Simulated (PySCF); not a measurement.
C4H3F3, SMILES C#CCC(F)(F)F, singlet at its B3LYP/def2-SVP optimised geometry (Å):

```
10

C      1.7817     0.7241     0.0000
C      0.5722     0.7241     0.0000
C     -0.8871     0.7324     0.0039
C     -1.5153    -0.4814    -0.6705
F     -1.1563    -1.6249    -0.0724
F     -1.1704    -0.5665    -1.9622
F     -2.8556    -0.3922    -0.6105
H      2.8556     0.7189    -0.0036
H     -1.2731     1.6249    -0.5156
H     -1.2742     0.7640     1.0356
```

Computed with B3LYP/def2-TZVP in PySCF.

Map of the log10 of the electron density (e/bohr³), floored at −4 on the plane z = 1.2 Å:

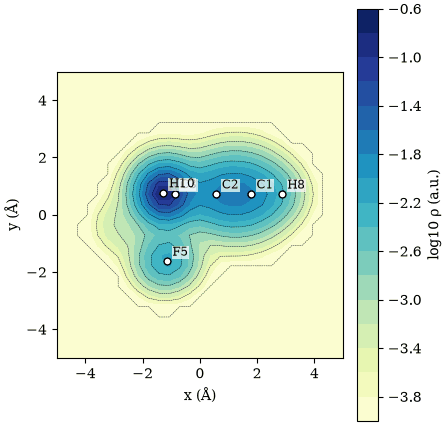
Figure: Log10 of the electron density (e/bohr³), floored at −4 on the plane z = 1.2 Å.
